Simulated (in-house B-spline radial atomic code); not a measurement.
**Co⁹⁺: excited configurations**

How much energy does it take to promote electrons of Co⁹⁺ to other shells? Each configuration is solved by itself and compared with the reference.

Method: Dirac-Hartree-Fock, average of configuration, Fermi nucleus, basis-set limit. Code: in-house B-spline radial atomic code version 1.

## 1. The system

```
element       : cobalt (Z = 27)
charge        : +9
electrons     : 18
configuration : [Ne] 3s2 3p6
Hamiltonian   : Dirac-Coulomb
nucleus       : Fermi, rms radius 3.788 fm
```

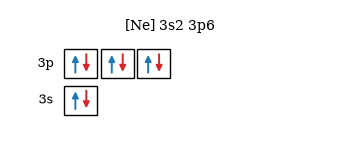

The shells outside the core, filled by Hund's rule for the drawing.

Settings of the run:

```ini
Z = 27
electrons = 18.0
configuration = [Ne] 3s2 3p6
hamiltonian = dirac
method = hf
spin_polarised = False
nucleus = fermi
rms_radius = 3.7875
mass_number = 59
atomic_mass = 58.933193524
speed_of_light = 137.035999084
```

From the earlier run of the reference: total energy -1364.448826 hartree. Levels, eight at most:

```csv
orbital,occupation,energy (eV),<r> (bohr)
1s1/2,2,-8003.66,0.05617
2s1/2,2,-1194.21,0.2531
2p1/2,2,-1061.32,0.2214
2p3/2,4,-1046.27,0.2244
3s1/2,2,-323.35,0.7056
3p1/2,2,-277.44,0.7129
3p3/2,4,-274.93,0.7188
```

## 2. [Ne] 3s2 3p5 7d1

Settings: those of step 1 with these lines changed.

```diff
@@ -2,3 +2,3 @@
 electrons = 18.0
-configuration = [Ne] 3s2 3p6
+configuration = [Ne] 3s2 3p5 7d1
 hamiltonian = dirac
```

Main fields of the result record, rounded:

```text
{
  "status": "converged",
  "scf [iteration, energy, orbital gradient]": [
    [1, -1348.23127244, 0.844],
    [2, -1355.36680059, 0.16],
    [3, -1355.4617673, 0.0682],
    [4, -1355.4794782, 0.029],
    [5, -1355.48355136, 0.00443],
    [6, -1355.48362479, 0.000125],
    [7, -1355.48362486, 5.08e-06],
    [8, -1355.48362486, 2.44e-07]
  ],
  "energy [hartree]": {"total": -1355.48362486, "kinetic": 1377.44682641, "nuclear": -3086.14598741, "coulomb": 403.296020742, "exact_exchange": -50.080484602},
  "breit [hartree]": {"gaunt": 0.5810134, "retardation": -0.05119488, "frequency_dependence": -0.001535196},
  "qed [hartree]": {"self_energy": 0.389958, "uehling": -0.03367917, "wichmann_kroll": 0.0002210105},
  "recoil [hartree]": 0.009907807,
  "total_with_corrections [hartree]": -1354.58893384,
  "orbitals [hartree, bohr; first row names the columns]": [
    ["name", "occ", "eps", "<r>"],
    ["1s1/2", 2.0, -295.48234, 0.056166],
    ["2s1/2", 2.0, -45.103253, 0.25273],
    ["2p1/2", 2.0, -40.229258, 0.22148],
    ["2p3/2", 4.0, -39.674552, 0.22448],
    ["3s1/2", 2.0, -12.733363, 0.69616],
    ["3p1/2", 1.6667, -11.132077, 0.69918],
    ["3p3/2", 3.3333, -11.036831, 0.70476],
    ["7d3/2", 0.4, -1.1308714, 6.3417],
    ["7d5/2", 0.6, -1.1303279, 6.3449]
  ],
  "sum_r [bohr^k]": {"-1": 114.3019, "1": 13.20912, "2": 49.69644},
  "energy_minus_base [hartree]": 8.96520119,
  "energy_minus_base_with_corrections [hartree]": 8.96158802
}
```

Wall time 0.97 s (1 thread, shared host).

energy_minus_base is the energy less that of the reference run.

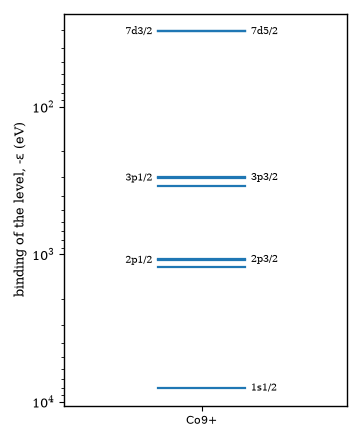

Orbital energies of this run on a logarithmic scale.

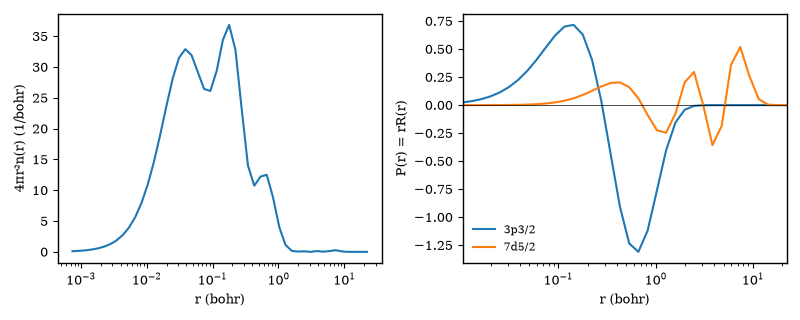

Radial density (left) and the radial functions of 3p3/2, 7d5/2 (right).

Clear maxima of the radial density (full grid of the record): 0.038, 0.18, 0.66, 2.5, 3.8, 7.4 bohr.

## 3. Run with [Ne] 3s1 3p6 5d1

Settings: those of step 2 with these lines changed.

```diff
@@ -2,3 +2,3 @@
 electrons = 18.0
-configuration = [Ne] 3s2 3p5 7d1
+configuration = [Ne] 3s1 3p6 5d1
 hamiltonian = dirac
```

Main fields:

```text
{
  "status": "converged",
  "scf [iteration, energy, orbital gradient]": [
    [1, -1347.59450554, 0.987],
    [2, -1354.78473874, 0.162],
    [3, -1354.8975712, 0.068],
    [4, -1354.91829282, 0.0283],
    [5, -1354.9229404, 0.00499],
    [6, -1354.92303177, 8.48e-05],
    [7, -1354.92303181, 3.25e-06],
    [8, -1354.92303181, 9.26e-08]
  ],
  "energy [hartree]": {"total": -1354.92303181, "kinetic": 1376.69778156, "nuclear": -3088.87441871, "coulomb": 406.960233067, "exact_exchange": -49.7066277289},
  "breit [hartree]": {"gaunt": 0.5823723, "retardation": -0.05181665, "frequency_dependence": -0.001579906},
  "qed [hartree]": {"self_energy": 0.3867065, "uehling": -0.03341259, "wichmann_kroll": 0.000219269},
  "recoil [hartree]": 0.00984132,
  "total_with_corrections [hartree]": -1354.03070159,
  "orbitals [hartree, bohr; first row names the columns]": [
    ["name", "occ", "eps", "<r>"],
    ["1s1/2", 2.0, -295.23234, 0.056173],
    ["2s1/2", 2.0, -44.840899, 0.2533],
    ["2p1/2", 2.0, -40.011086, 0.22114],
    ["2p3/2", 4.0, -39.456592, 0.22412],
    ["3s1/2", 1.0, -12.679112, 0.69515],
    ["3p1/2", 2.0, -10.84308, 0.70128],
    ["3p3/2", 4.0, -10.747119, 0.70701],
    ["5d3/2", 0.4, -2.3216336, 2.9447],
    ["5d5/2", 0.6, -2.3200198, 2.947]
  ],
  "sum_r [bohr^k]": {"-1": 114.4029, "1": 9.829529, "2": 14.35146},
  "energy_minus_base [hartree]": 9.52579423,
  "energy_minus_base_with_corrections [hartree]": 9.51982028
}
```

Run time: 0.88 s. Hardware: 1 thread, shared host.

## 4. [Ne] 3s2 3p5 7p1

Settings: those of step 3 with these lines changed.

```diff
@@ -2,3 +2,3 @@
 electrons = 18.0
-configuration = [Ne] 3s1 3p6 5d1
+configuration = [Ne] 3s2 3p5 7p1
 hamiltonian = dirac
```

Main fields:

```text
{
  "status": "converged",
  "scf [iteration, energy, orbital gradient]": [
    [1, -1348.34580074, 0.844],
    [2, -1355.47577615, 0.16],
    [3, -1355.56990575, 0.068],
    [4, -1355.58749939, 0.0289],
    [5, -1355.59155274, 0.00438],
    [6, -1355.59162495, 0.000123],
    [7, -1355.59162501, 5.13e-06],
    [8, -1355.59162501, 2.65e-07]
  ],
  "energy [hartree]": {"total": -1355.59162501, "kinetic": 1377.558568, "nuclear": -3086.47448342, "coulomb": 403.409407876, "exact_exchange": -50.0851174634},
  "breit [hartree]": {"gaunt": 0.5811748, "retardation": -0.05121984, "frequency_dependence": -0.001536485},
  "qed [hartree]": {"self_energy": 0.3899599, "uehling": -0.03367904, "wichmann_kroll": 0.0002210097},
  "recoil [hartree]": 0.009909377,
  "total_with_corrections [hartree]": -1354.69679537,
  "orbitals [hartree, bohr; first row names the columns]": [
    ["name", "occ", "eps", "<r>"],
    ["1s1/2", 2.0, -295.47177, 0.056167],
    ["2s1/2", 2.0, -45.097812, 0.25274],
    ["2p1/2", 2.0, -40.223488, 0.22148],
    ["2p3/2", 4.0, -39.66882, 0.22448],
    ["3s1/2", 2.0, -12.727184, 0.6961],
    ["3p1/2", 1.6667, -11.126113, 0.69906],
    ["3p3/2", 3.3333, -11.030846, 0.70463],
    ["7p1/2", 0.33333, -1.2407538, 5.9644],
    ["7p3/2", 0.66667, -1.2374169, 5.9807]
  ],
  "sum_r [bohr^k]": {"-1": 114.3141, "1": 12.84, "2": 44.34989},
  "energy_minus_base [hartree]": 8.85720103,
  "energy_minus_base_with_corrections [hartree]": 8.8537265
}
```

It took 0.66 s on 1 thread, shared host.

## 5. Run with [Ne] 3s2 3p5 5d1

Settings: those of step 4 with these lines changed.

```diff
@@ -2,3 +2,3 @@
 electrons = 18.0
-configuration = [Ne] 3s2 3p5 7p1
+configuration = [Ne] 3s2 3p5 5d1
 hamiltonian = dirac
```

Main fields:

```text
{
  "status": "converged",
  "scf [iteration, energy, orbital gradient]": [
    [1, -1349.44297426, 0.843],
    [2, -1356.55085293, 0.161],
    [3, -1356.64971792, 0.0683],
    [4, -1356.66812949, 0.0289],
    [5, -1356.67233993, 0.00448],
    [6, -1356.67241833, 0.00013],
    [7, -1356.6724184, 5.04e-06],
    [8, -1356.6724184, 2.59e-07]
  ],
  "energy [hartree]": {"total": -1356.6724184, "kinetic": 1378.63369912, "nuclear": -3092.25014106, "coulomb": 407.040212918, "exact_exchange": -50.0961893718},
  "breit [hartree]": {"gaunt": 0.581076, "retardation": -0.05121931, "frequency_dependence": -0.001534614},
  "qed [hartree]": {"self_energy": 0.3899376, "uehling": -0.03367763, "wichmann_kroll": 0.0002210004},
  "recoil [hartree]": 0.009912424,
  "total_with_corrections [hartree]": -1355.77770285,
  "orbitals [hartree, bohr; first row names the columns]": [
    ["name", "occ", "eps", "<r>"],
    ["1s1/2", 2.0, -295.25428, 0.056166],
    ["2s1/2", 2.0, -44.875823, 0.25276],
    ["2p1/2", 2.0, -40.001464, 0.22151],
    ["2p3/2", 4.0, -39.44683, 0.22451],
    ["3s1/2", 2.0, -12.525715, 0.69682],
    ["3p1/2", 1.6667, -10.924709, 0.70003],
    ["3p3/2", 3.3333, -10.829705, 0.70562],
    ["5d3/2", 0.4, -2.3206139, 2.946],
    ["5d5/2", 0.6, -2.3190071, 2.9482]
  ],
  "sum_r [bohr^k]": {"-1": 114.528, "1": 9.818676, "2": 14.33283},
  "energy_minus_base [hartree]": 7.77640764,
  "energy_minus_base_with_corrections [hartree]": 7.77281902
}
```

Run time: 0.9 s. Hardware: 1 thread, shared host.

## 6. [Ne] 3s2 3p5 6d1

Settings: those of step 5 with these lines changed.

```diff
@@ -2,3 +2,3 @@
 electrons = 18.0
-configuration = [Ne] 3s2 3p5 5d1
+configuration = [Ne] 3s2 3p5 6d1
 hamiltonian = dirac
```

Main fields:

```text
{
  "status": "converged",
  "scf [iteration, energy, orbital gradient]": [
    [1, -1348.6772991, 0.843],
    [2, -1355.80275749, 0.161],
    [3, -1355.89851633, 0.0682],
    [4, -1355.91637548, 0.0289],
    [5, -1355.92047655, 0.00445],
    [6, -1355.9205512, 0.000125],
    [7, -1355.92055127, 5.07e-06],
    [8, -1355.92055127, 2.48e-07]
  ],
  "energy [hartree]": {"total": -1355.92055127, "kinetic": 1377.88317978, "nuclear": -3088.40367435, "coulomb": 404.685365703, "exact_exchange": -50.0854224004},
  "breit [hartree]": {"gaunt": 0.5810348, "retardation": -0.05120312, "frequency_dependence": -0.001535009},
  "qed [hartree]": {"self_energy": 0.3899515, "uehling": -0.03367867, "wichmann_kroll": 0.0002210072},
  "recoil [hartree]": 0.009909791,
  "total_with_corrections [hartree]": -1355.02585103,
  "orbitals [hartree, bohr; first row names the columns]": [
    ["name", "occ", "eps", "<r>"],
    ["1s1/2", 2.0, -295.39809, 0.056166],
    ["2s1/2", 2.0, -45.019248, 0.25274],
    ["2p1/2", 2.0, -40.145127, 0.22149],
    ["2p3/2", 4.0, -39.590445, 0.22449],
    ["3s1/2", 2.0, -12.65566, 0.69637],
    ["3p1/2", 1.6667, -11.054455, 0.69945],
    ["3p3/2", 3.3333, -10.959286, 0.70503],
    ["6d3/2", 0.4, -1.5680689, 4.4944],
    ["6d5/2", 0.6, -1.5671803, 4.4971]
  ],
  "sum_r [bohr^k]": {"-1": 114.3855, "1": 11.36334, "2": 27.27492},
  "energy_minus_base [hartree]": 8.52827477,
  "energy_minus_base_with_corrections [hartree]": 8.52467084
}
```

It took 0.92 s on 1 thread, shared host.

## 7. [Ne] 3s1 3p6 6d1

Settings: those of step 6 with these lines changed.

```diff
@@ -2,3 +2,3 @@
 electrons = 18.0
-configuration = [Ne] 3s2 3p5 6d1
+configuration = [Ne] 3s1 3p6 6d1
 hamiltonian = dirac
```

Main fields:

```text
{
  "status": "converged",
  "scf [iteration, energy, orbital gradient]": [
    [1, -1346.82743416, 0.988],
    [2, -1354.03640912, 0.161],
    [3, -1354.1459125, 0.0679],
    [4, -1354.16605565, 0.0283],
    [5, -1354.17059489, 0.00494],
    [6, -1354.17068187, 8.74e-05],
    [7, -1354.17068191, 3.04e-06],
    [8, -1354.17068191, 9.05e-08]
  ],
  "energy [hartree]": {"total": -1354.17068191, "kinetic": 1375.94652311, "nuclear": -3085.02967323, "coulomb": 404.608245038, "exact_exchange": -49.6957768297},
  "breit [hartree]": {"gaunt": 0.5823345, "retardation": -0.05180161, "frequency_dependence": -0.001580376},
  "qed [hartree]": {"self_energy": 0.3867154, "uehling": -0.03341322, "wichmann_kroll": 0.0002192732},
  "recoil [hartree]": 0.009838773,
  "total_with_corrections [hartree]": -1353.27836919,
  "orbitals [hartree, bohr; first row names the columns]": [
    ["name", "occ", "eps", "<r>"],
    ["1s1/2", 2.0, -295.37587, 0.056173],
    ["2s1/2", 2.0, -44.984103, 0.25328],
    ["2p1/2", 2.0, -40.154572, 0.22112],
    ["2p3/2", 4.0, -39.600031, 0.2241],
    ["3s1/2", 1.0, -12.809104, 0.69471],
    ["3p1/2", 2.0, -10.972721, 0.7007],
    ["3p3/2", 4.0, -10.876596, 0.70641],
    ["6d3/2", 0.4, -1.5685938, 4.4929],
    ["6d5/2", 0.6, -1.5677033, 4.4956]
  ],
  "sum_r [bohr^k]": {"-1": 114.2605, "1": 11.37385, "2": 27.28674},
  "energy_minus_base [hartree]": 10.2781441,
  "energy_minus_base_with_corrections [hartree]": 10.2721527
}
```

It took 0.93 s on 1 thread, shared host.

## 8. [Ne] 3s1 3p6 4s1

Settings: those of step 7 with these lines changed.

```diff
@@ -2,3 +2,3 @@
 electrons = 18.0
-configuration = [Ne] 3s1 3p6 6d1
+configuration = [Ne] 3s1 3p6 4s1
 hamiltonian = dirac
```

Main fields:

```text
{
  "status": "converged",
  "scf [iteration, energy, orbital gradient]": [
    [1, -1350.44099661, 2.6],
    [2, -1354.23681083, 2.33],
    [3, -1357.29900244, 0.146],
    [4, -1357.47819679, 0.147],
    [5, -1357.61871985, 0.0487],
    [6, -1357.64868424, 0.0365],
    [7, -1357.65522051, 0.00976],
    [8, -1357.65559936, 0.000447],
    [9, -1357.65560057, 7.06e-05],
    [10, -1357.65560062, 5.65e-05],
    [11, -1357.65560062, 3.97e-06],
    [12, -1357.65560062, 1.1e-06],
    [13, -1357.65560062, 3.6e-07],
    [14, -1357.65560062, 1.36e-08]
  ],
  "energy [hartree]": {"total": -1357.65560062, "kinetic": 1379.50099381, "nuclear": -3099.71477136, "coulomb": 412.348449586, "exact_exchange": -49.7902726469},
  "breit [hartree]": {"gaunt": 0.5833168, "retardation": -0.05188227, "frequency_dependence": -0.001575631},
  "qed [hartree]": {"self_energy": 0.3875248, "uehling": -0.03347803, "wichmann_kroll": 0.0002196969},
  "recoil [hartree]": 0.009865393,
  "total_with_corrections [hartree]": -1356.76160982,
  "orbitals [hartree, bohr; first row names the columns]": [
    ["name", "occ", "eps", "<r>"],
    ["1s1/2", 2.0, -294.87593, 0.056174],
    ["2s1/2", 2.0, -44.523946, 0.25333],
    ["2p1/2", 2.0, -39.68187, 0.22119],
    ["2p3/2", 4.0, -39.12769, 0.22417],
    ["3s1/2", 1.0, -11.826135, 0.66119],
    ["3p1/2", 2.0, -10.554009, 0.70307],
    ["3p3/2", 4.0, -10.458469, 0.70889],
    ["4s1/2", 1.0, -5.6551398, 1.5479]
  ],
  "sum_r [bohr^k]": {"-1": 114.8044, "1": 8.408882, "2": 7.095077},
  "energy_minus_base [hartree]": 6.79322543,
  "energy_minus_base_with_corrections [hartree]": 6.78891205
}
```

It took 0.87 s on 1 thread, shared host.

## 9. Configuration [Ne] 3s1 3p6 5s1

Settings: those of step 8 with these lines changed.

```diff
@@ -2,3 +2,3 @@
 electrons = 18.0
-configuration = [Ne] 3s1 3p6 4s1
+configuration = [Ne] 3s1 3p6 5s1
 hamiltonian = dirac
```

Main fields:

```text
{
  "status": "converged",
  "scf [iteration, energy, orbital gradient]": [
    [1, -1348.18606128, 0.996],
    [2, -1355.34704772, 0.258],
    [3, -1355.45734641, 0.0966],
    [4, -1355.47696101, 0.0377],
    [5, -1355.48138201, 0.00893],
    [6, -1355.48147431, 0.000705],
    [7, -1355.48147523, 0.000557],
    [8, -1355.48147527, 0.000429],
    [9, -1355.48147532, 1.52e-05],
    [10, -1355.48147532, 6.62e-06],
    [11, -1355.48147532, 1.21e-06],
    [12, -1355.48147532, 1.74e-07]
  ],
  "energy [hartree]": {"total": -1355.48147532, "kinetic": 1377.28822349, "nuclear": -3090.52483715, "coulomb": 407.48166819, "exact_exchange": -49.7265298529},
  "breit [hartree]": {"gaunt": 0.5827312, "retardation": -0.05182704, "frequency_dependence": -0.001578744},
  "qed [hartree]": {"self_energy": 0.3870663, "uehling": -0.03344126, "wichmann_kroll": 0.0002194565},
  "recoil [hartree]": 0.009853244,
  "total_with_corrections [hartree]": -1354.58845215,
  "orbitals [hartree, bohr; first row names the columns]": [
    ["name", "occ", "eps", "<r>"],
    ["1s1/2", 2.0, -295.19191, 0.056173],
    ["2s1/2", 2.0, -44.816856, 0.25329],
    ["2p1/2", 2.0, -39.982335, 0.22114],
    ["2p3/2", 4.0, -39.42792, 0.22412],
    ["3s1/2", 1.0, -12.548357, 0.69808],
    ["3p1/2", 2.0, -10.813112, 0.70112],
    ["3p3/2", 4.0, -10.717101, 0.70685],
    ["5s1/2", 1.0, -2.9894687, 2.6243]
  ],
  "sum_r [bohr^k]": {"-1": 114.4641, "1": 9.509662, "2": 12.21483},
  "energy_minus_base [hartree]": 8.96735073,
  "energy_minus_base_with_corrections [hartree]": 8.96206971
}
```

Run time: 0.78 s. Hardware: 1 thread, shared host.

## 10. All configurations in order

| net move | configuration | energy above the reference (eV) | with Breit, QED, recoil (eV) | largest <r> (bohr) |
| --- | --- | --- | --- | --- |
| 3s → 4s | [Ne] 3s1 3p6 4s1 | 184.85 | 184.74 | 1.55 |
| 3p → 5d | [Ne] 3s2 3p5 5d1 | 211.61 | 211.51 | 2.95 |
| 3p → 6d | [Ne] 3s2 3p5 6d1 | 232.07 | 231.97 | 4.50 |
| 3p → 7p | [Ne] 3s2 3p5 7p1 | 241.02 | 240.92 | 5.98 |
| 3p → 7d | [Ne] 3s2 3p5 7d1 | 243.96 | 243.86 | 6.34 |
| 3s → 5s | [Ne] 3s1 3p6 5s1 | 244.01 | 243.87 | 2.62 |
| 3s → 5d | [Ne] 3s1 3p6 5d1 | 259.21 | 259.05 | 2.95 |
| 3s → 6d | [Ne] 3s1 3p6 6d1 | 279.68 | 279.52 | 4.50 |

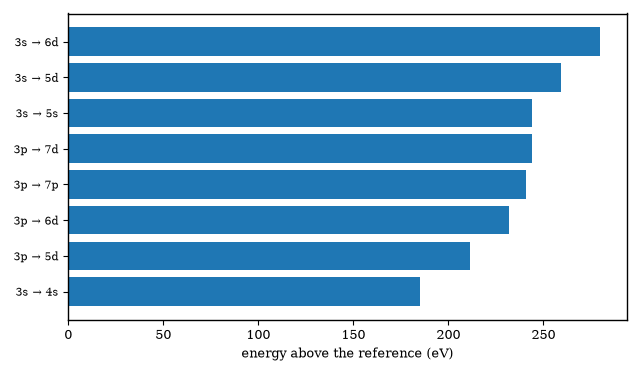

The configurations in order of energy, labelled by the net move of electrons.

Quantum defects of the promoted electron, δ = n − ζ/√(−2ε) with ζ = 10 and ε its orbital energy in hartree:

| promotion | δ |
| --- | --- |
| 3s → 4s | 1.027 |
| 3p → 5d | 0.357 |
| 3p → 6d | 0.352 |
| 3p → 7p | 0.646 |
| 3p → 7d | 0.350 |
| 3s → 5s | 0.910 |
| 3s → 5d | 0.358 |
| 3s → 6d | 0.353 |

What this shows: The lowest of them is 3s → 4s at 184.85 eV and the highest 3s → 6d at 279.68 eV. Of those tabulated, the defect is largest for 4s (1.03) and least for 7d (0.35): low angular momentum penetrates the core, high angular momentum stays outside it. Two partly filled shells share a symmetry and can mix in the average, which may lower the energy, for: 3s → 4s; 3p → 7p; 3s → 5s. These are averages over configurations, without correlation, not spectroscopic levels.
